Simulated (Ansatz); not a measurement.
## (GaN)1(SiC)3 [0001] superlattice, started as wurtzite: from the cell to its phonons

Aim: the vibrations of (GaN)1(SiC)3 [0001] superlattice, started as wurtzite, their spectra, and whether the structure is stable.

Calculated with Ansatz 0.2.0; DFT PBEsol, scalar-relativistic, plane waves, PAW.

The structure was built from a prototype and need not be the compound's stable phase.

## (1) Starting point

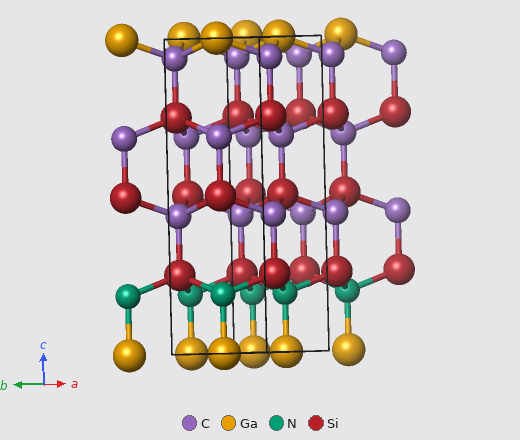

The starting structure, seen from a free direction (carbon purple, gallium orange, nitrogen teal, silicon red). 3×2×1 cells are drawn. Some periodic images of atoms are drawn too.

Coordinates:

```cif
data_structure
_symmetry_space_group_name_H-M 'P 1'
_symmetry_Int_Tables_number 1
_cell_length_a 3.1075
_cell_length_b 3.1075
_cell_length_c 10.1700
_cell_angle_alpha 90.000
_cell_angle_beta 90.000
_cell_angle_gamma 120.000
_cell_volume 85.05
loop_
_atom_site_label
_atom_site_type_symbol
_atom_site_fract_x
_atom_site_fract_y
_atom_site_fract_z
_atom_site_occupancy
C1 C 0.66667 0.33333 0.43750 1
C2 C 0.33333 0.66667 0.68750 1
C3 C 0.66667 0.33333 0.93750 1
Ga4 Ga 0.33333 0.66667 0.00000 1
N5 N 0.33333 0.66667 0.18750 1
Si6 Si 0.66667 0.33333 0.25000 1
Si7 Si 0.33333 0.66667 0.50000 1
Si8 Si 0.66667 0.33333 0.75000 1
```

## (2) Coarse relaxation

A rough relaxation comes first, because large forces or stress need no tight tolerances yet.

The input, input.yaml:

```yaml
crystal:
  lattice:
    - [3.1075, 0.0, 0.0]
    - [-1.55375, 2.69117, 0.0]
    - [0.0, 0.0, 10.17]
  atoms:
    - { symbol: C, position: [0.666667, 0.333333, 0.4375] }
    - { symbol: C, position: [0.333333, 0.666667, 0.6875] }
    - { symbol: C, position: [0.666667, 0.333333, 0.9375] }
    - { symbol: Ga, position: [0.333333, 0.666667, 0.0] }
    - { symbol: "N", position: [0.333333, 0.666667, 0.1875] }
    - { symbol: Si, position: [0.666667, 0.333333, 0.25] }
    - { symbol: Si, position: [0.333333, 0.666667, 0.5] }
    - { symbol: Si, position: [0.666667, 0.333333, 0.75] }
kpoints:
  mp_grid: { grid: [9, 9, 2] }
hamiltonian:
  xc: pbesol
scf:
  occupations: { method: gaussian, width: 0.1 }
output:
  forces: true
  stress: true
  eigenvalues: true
relax:
  adjacent_minimum: "off"
  f_tol: 0.05
  max_steps: 80
  cell: { stress_tol: 0.5 }
```

Started as:

```sh
$ ansatz run input.yaml --threads 8 --pin off --max-ram 14336MiB --backend cpu --events-out ev --progress --plain --runs-dir out
```

Numbers of over 12 decimals in the logs are rounded to 6 here.

Log:

```text
[...]
atoms:
    - { symbol: C, position: [0.666667, 0.333333, 0.437477] }
    - { symbol: C, position: [0.333333, 0.666667, 0.684372] }
    - { symbol: C, position: [0.666667, 0.333333, 0.929486] }
    - { symbol: Ga, position: [0.333333, 0.666667, -0.013834] }
    - { symbol: N, position: [0.333333, 0.666667, 0.202807] }
    - { symbol: Si, position: [0.666667, 0.333333, 0.257183] }
    - { symbol: Si, position: [0.333333, 0.666667, 0.502844] }
    - { symbol: Si, position: [0.666667, 0.333333, 0.749665] }
[key lines of the parts left out:]
SCF converged after 6 iterations
Free energy (F): -6727.319322 eV
Fermi energy:    11.267492 eV
P = ⅓ Tr σ = 0.0450 GPa (0.450 kbar)
```

Run time: 5.8 s. Hardware: 8 threads of Intel Xeon Platinum 8488C (Sapphire Rapids), shared host; peak memory 0.54 GiB.

Relaxation path:

| step | energy less that of the first step (eV) | largest force component (eV/Å) | pressure (GPa) | volume (Å³) |
| --- | --- | --- | --- | --- |
| 1 | 0.0000 | 3.1501 | 0.35 | 85.05 |
| 2 | -0.2569 | 1.6774 | -0.18 | 85.13 |
| 3 | -0.3926 | 0.5339 | 0.65 | 85.03 |
| 4 | -0.4103 | 0.2786 | -0.62 | 85.93 |
| 5 | -0.4172 | 0.0588 | -0.19 | 85.73 |
| 6 | -0.4178 | 0.0153 | 0.03 | 85.66 |
| 7* | -0.4192 | 0.0153 | 0.05 | 85.66 |

Relaxation steps marked * repeat the geometry before them on a plane-wave basis chosen anew for their cell, so energy and pressure can jump there.

Forces are held to the 6 operations that the run works with; a distortion that breaks them can't arise in this run.

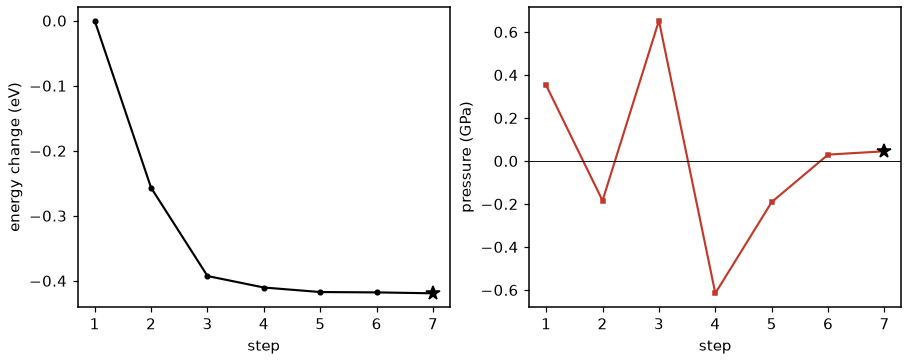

Energy and pressure along the relaxation. Stars mark steps on a basis chosen anew.

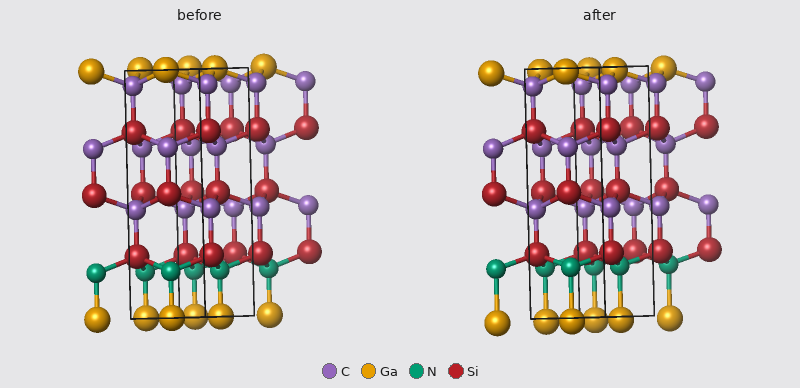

The structure before and after the relaxation, drawn at the same scale.

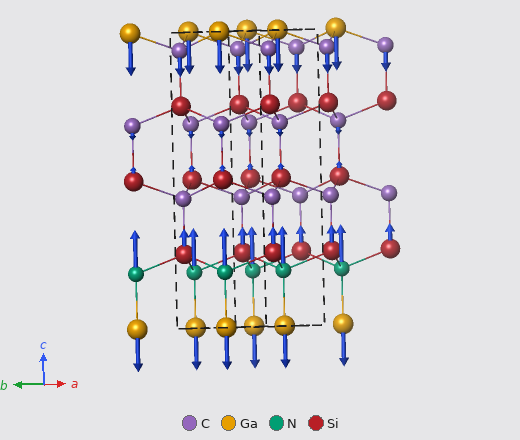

Displacements in the relaxation, exaggerated, measured against the changing cell; the longest in the cell stands for 0.16 Å. 3×2×1 cells are drawn. Some periodic images of atoms are drawn too.

| conventional cell, symmetrised | before | after | change |
| --- | --- | --- | --- |
| a (Å) | 3.107 | 3.108 | +0.0 % |
| b (Å) | 3.107 | 3.108 | +0.0 % |
| c (Å) | 10.170 | 10.239 | +0.7 % |
| volume (Å³/atom) | 10.63 | 10.71 | +0.7 % |

The atoms that moved most (Å, as changes of fractional coordinates times the final cell):

| atom | dx | dy | dz | length |
| --- | --- | --- | --- | --- |
| N5 | 0.000 | 0.000 | 0.157 | 0.157 |
| Ga4 | 0.000 | 0.000 | -0.142 | 0.142 |
| C3 | 0.000 | 0.000 | -0.082 | 0.082 |
| Si6 | 0.000 | 0.000 | 0.074 | 0.074 |
| C2 | 0.000 | 0.000 | -0.032 | 0.032 |
| Si7 | 0.000 | 0.000 | 0.029 | 0.029 |

Numbers from this step:

```
pressure          : 0.04504 GPa
volume per atom   : 10.71 Å³
gap on the k-mesh : 0 eV
```

In this step the volume went from 10.63 to 10.71 Å³/atom.

## (3) Relaxation

The cell and atoms are relaxed, since residual forces and stress would shift the frequencies.

The input, input.yaml:

```yaml
crystal:
  lattice:
    - [3.1079440904, 0.0, 0.0]
    - [-1.5539720452, 2.6915585358, 0.0]
    - [0.0, 0.0, 10.2394272924]
  atoms:
    - { symbol: C, position: [0.6666666667, 0.3333333333, 0.4374765489] }
    - { symbol: C, position: [0.3333333333, 0.6666666667, 0.6843724374] }
    - { symbol: C, position: [0.6666666667, 0.3333333333, 0.9294856074] }
    - { symbol: Ga, position: [0.3333333333, 0.6666666667, -0.0138342153] }
    - { symbol: "N", position: [0.3333333333, 0.6666666667, 0.2028069687] }
    - { symbol: Si, position: [0.6666666667, 0.3333333333, 0.2571832973] }
    - { symbol: Si, position: [0.3333333333, 0.6666666667, 0.5028438838] }
    - { symbol: Si, position: [0.6666666667, 0.3333333333, 0.7496654719] }
kpoints:
  mp_grid: { grid: [15, 15, 4] }
hamiltonian:
  xc: pbesol
scf:
  occupations: { method: gaussian, width: 0.1 }
output:
  forces: true
  stress: true
  eigenvalues: true
relax:
  adjacent_minimum: "off"
  f_tol: 0.005
  max_steps: 80
  cell: { stress_tol: 0.05 }
```

Log:

```text
[...]
Crystal: 8 atoms, lattice volume = 85.655 Å³
Basis set: ecut = 420 eV, 1655 PW (Γ), exchange–correlation on 48×48×144 points (8 copies of the dense FFT grid, shifted against one another)
Bands: 29, of which v1, the nominal top of the filled ones, is band 21 counted from 1 (20 counted from 0)
Symmetry: 6 space group operations
[...]
k-points: 100 of 900 (time reversal used)
[...]
atoms:
    - { symbol: C, position: [0.666667, 0.333333, 0.437431] }
    - { symbol: C, position: [0.333333, 0.666667, 0.684307] }
    - { symbol: C, position: [0.666667, 0.333333, 0.929493] }
    - { symbol: Ga, position: [0.333333, 0.666667, -0.014004] }
    - { symbol: N, position: [0.333333, 0.666667, 0.202920] }
    - { symbol: Si, position: [0.666667, 0.333333, 0.257234] }
    - { symbol: Si, position: [0.333333, 0.666667, 0.502874] }
    - { symbol: Si, position: [0.666667, 0.333333, 0.749745] }
[key lines of the parts left out:]
SCF converged after 6 iterations
Free energy (F): -6727.302090 eV
Fermi energy:    11.225463 eV
P = ⅓ Tr σ = 0.0032 GPa (0.032 kbar)
```

Elapsed: 12 s, on 8 threads; peak memory 0.68 GiB; 86 s of CPU time.

Little changed from the start: no atom moved by 0.005 Å and no cell edge by 0.1 %.

Numbers from this step:

| Item | Value |
| --- | --- |
| pressure | 0.003156 GPa |

In this step the volume went from 10.71 to 10.71 Å³/atom.

## (4) Relaxing to small forces for the phonons

Phonons need a cell at rest on their own settings, so the relaxation is repeated with tight tolerances on forces and stress, using the mesh and the filling of the phonon run that follows.

The input, input.yaml:

```yaml
crystal:
  lattice:
    - [3.1073980065, 0.0, 0.0]
    - [-1.5536990033, 2.6910856133, 0.0]
    - [0.0, 0.0, 10.2440722171]
  atoms:
    - { symbol: C, position: [0.6666666667, 0.3333333333, 0.4374311932] }
    - { symbol: C, position: [0.3333333333, 0.6666666667, 0.6843067104] }
    - { symbol: C, position: [0.6666666667, 0.3333333333, 0.9294932399] }
    - { symbol: Ga, position: [0.3333333333, 0.6666666667, -0.0140035624] }
    - { symbol: "N", position: [0.3333333333, 0.6666666667, 0.2029196365] }
    - { symbol: Si, position: [0.6666666667, 0.3333333333, 0.257233866] }
    - { symbol: Si, position: [0.3333333333, 0.6666666667, 0.5028737796] }
    - { symbol: Si, position: [0.6666666667, 0.3333333333, 0.7497451368] }
kpoints:
  mp_grid: { grid: [15, 15, 4] }
hamiltonian:
  xc: pbesol
scf:
  occupations: { method: methfessel_paxton, width: 0.2 }
output:
  forces: true
  stress: true
  eigenvalues: true
relax:
  adjacent_minimum: "off"
  f_tol: 0.001
  max_steps: 60
  cell: { stress_tol: 0.01 }
```

Log:

```text
[...]
Crystal: 8 atoms, lattice volume = 85.664 Å³
Basis set: ecut = 420 eV, 1655 PW (Γ), exchange–correlation on 48×48×144 points (8 copies of the dense FFT grid, shifted against one another)
Bands: 29, of which v1, the nominal top of the filled ones, is band 21 counted from 1 (20 counted from 0)
Symmetry: 6 space group operations
[...]
k-points: 100 of 900 (time reversal used)
[...]
atoms:
    - { symbol: C, position: [0.666667, 0.333333, 0.437435] }
    - { symbol: C, position: [0.333333, 0.666667, 0.684305] }
    - { symbol: C, position: [0.666667, 0.333333, 0.929491] }
    - { symbol: Ga, position: [0.333333, 0.666667, -0.014035] }
    - { symbol: N, position: [0.333333, 0.666667, 0.202935] }
    - { symbol: Si, position: [0.666667, 0.333333, 0.257245] }
    - { symbol: Si, position: [0.333333, 0.666667, 0.502880] }
    - { symbol: Si, position: [0.666667, 0.333333, 0.749743] }
[key lines of the parts left out:]
SCF converged after 8 iterations
Free energy (F): -6727.300527 eV
Fermi energy:    11.226891 eV
P = ⅓ Tr σ = -0.0000 GPa (-0.000 kbar)
```

The job ended after 14 s (8 threads; peak memory 0.69 GiB).

Little changed from the start: no atom moved by 0.005 Å and no cell edge by 0.1 %.

Numbers from this step:

```
pressure : -4.30e-5 GPa
```

The largest force component left is 0.27 meV/Å and the pressure is 0.000 GPa, within the tolerances set. The cell now holds 10.71 Å³/atom.

## (5) Linear response at the zone centre

The zone centre is the only wavevector solved here; it holds the modes that light can see, as far as symmetry allows. No field response is asked, since the mesh shows no gap.

The input, input.yaml:

```yaml
crystal:
  lattice:
    - [3.1072519603, 0.0, 0.0]
    - [-1.5536259802, 2.6909591336, 0.0]
    - [0.0, 0.0, 10.2446792171]
  atoms:
    - { symbol: C, position: [0.6666666667, 0.3333333333, 0.4374351972] }
    - { symbol: C, position: [0.3333333333, 0.6666666667, 0.6843054344] }
    - { symbol: C, position: [0.6666666667, 0.3333333333, 0.929491001] }
    - { symbol: Ga, position: [0.3333333333, 0.6666666667, -0.0140353794] }
    - { symbol: "N", position: [0.3333333333, 0.6666666667, 0.2029352732] }
    - { symbol: Si, position: [0.6666666667, 0.3333333333, 0.2572448241] }
    - { symbol: Si, position: [0.3333333333, 0.6666666667, 0.5028804429] }
    - { symbol: Si, position: [0.6666666667, 0.3333333333, 0.7497432066] }
kpoints:
  mp_grid: { grid: [15, 15, 4] }
hamiltonian:
  xc: pbesol
scf:
  occupations: { method: methfessel_paxton, width: 0.2 }
output:
  eigenvalues: true
phonons:
  method: dfpt
```

Log:

```text
[...]
Crystal: 8 atoms, lattice volume = 85.661 Å³
Basis set: ecut = 420 eV, 1655 PW (Γ), exchange–correlation on 48×48×144 points (8 copies of the dense FFT grid, shifted against one another)
Bands: 29, of which v1, the nominal top of the filled ones, is band 21 counted from 1 (20 counted from 0)
Symmetry: 6 space group operations
k-points: 248 of 900 (irreducible under 2 space group operations, time reversal used)
[...]
SCF iter   1: F=—  HF=-6727.358058 eV  |F-HF|=—  |Δ(HF+E_count)|=         —  Δρ=1.18e-2  dr2=3.09e-1  ethr=1.77e-3  ⟨swp⟩=6.2  Hψ=36781  notcnv=0
[...]
SCF iter  17: F=-6727.300527 eV  HF=-6727.300527 eV  |F-HF|=5.46e-12  |Δ(HF+E_count)|=  1.09e-11  S|Δr|=    0.00e0  Δρ=4.57e-8  dr2=4.32e-12  ethr=1.00e-12  ⟨swp⟩=4.1  Hψ=30088  notcnv=0
SCF 1 converged in 17 iterations: F = -6727.300527 eV  dr2 = 4.32e-12
[...]
DFPT response loops at Γ: preconditioner auto → Kerker (q_TF=auto, 2.423 Å⁻¹) (partly filled bands, converged f_vac=0.000); β = 1.00, the filter's whole step (`scf.mixing.beta` (0.50) is not read by the response loops under this deck's `scf.mixing.preconditioner`; to damp them name `kerker` or `kerker_dos`, under which they read `scf.mixing.beta`, and type it under 1.00, their step now; both keys bind the ground state too); Broyden in place of MSR1
SCF converged after 17 iterations
[...]
Free energy (F): -6727.300527 eV
[...]
Internal energy: -6727.296288 eV  (E = F + TS)
E sigma→0 (E₀):  -6727.299467 eV
Entropy (-TS):   -0.004239 eV (-0.530 meV/atom)
Fermi energy:    11.226891 eV
[...]
--- Band table (eV; the first three rows and the last of 248) ---
  k-point 0: bands = [... 17 lower, 9.4055, 9.4055, 11.1729, 11.5933, 11.5933, 14.4130, 15.3588, 15.3588, ... 4 higher]
  k-point 1: bands = [... 17 lower, 9.4087, 9.4087, 11.2762, 11.5924, 11.5924, 14.4220, 15.3507, 15.3507, ... 4 higher]
  k-point 2: bands = [... 17 lower, 9.4118, 9.4118, 11.3631, 11.5915, 11.5915, 14.4281, 15.3428, 15.3428, ... 4 higher]
  k-point 247: bands = [... 17 lower, 6.3972, 7.4867, 8.0719, 8.4281, 12.7884, 14.0189, 14.2864, 14.7248, ... 4 higher]
--- Phonons (Γ-DFPT): 16 representative perturbations + reference, on 248 of 900 k-points (Σ response iterations 55) ---
  k mesh reduced under 2 symmetry operations, with k and −k counted as one. Each operation leaves every solved perturbation unchanged. A smaller set is not used because it would not reduce the number of displacements times k-points to solve
  ASR residual: 5.587e-5 → 0.000e0 eV/Å²; symmetrization residual: 1.480e-5 eV/Å²
  ASR residual per site (eV/Å²): 6.65e-6 2.04e-5 2.08e-5 8.15e-6 1.72e-5 2.49e-5 5.09e-5 5.59e-5
  Γ frequencies (cm⁻¹): 0.00 0.00 0.00 116.78 116.78 177.97 177.97 203.62 236.17 236.17 346.31 479.74 562.07 562.07 612.30 693.81 693.81 711.64 711.64 722.30 722.30 805.49 860.06 908.70
  non-analytic LO–TO correction: not included (Born effective charges unavailable; polar crystals: no LO–TO splitting at Γ)
```

Elapsed: 1.7 min, on 8 threads; peak memory 2.5 GiB.

This step gave:

```
sum-rule residual before enforcement                    : 5.59e-5 eV/Å²
point group                                             : 3m
highest optical mode at the zone centre (no LO-TO term) : 908.7 cm⁻¹
lowest optical zone-centre mode                         : 116.8 cm⁻¹
```

(Part 1 of 2 ends here.)

[Logs are printed without paths, hosts, clocks, repeated set-up lines and the standing remarks that a program may print on its own settings, such as how far it seeks lower states.]

[Hosts, paths, dates, database ids (printed as entryN), source tags and the programs' standing remarks are cut or masked in the printed files.]
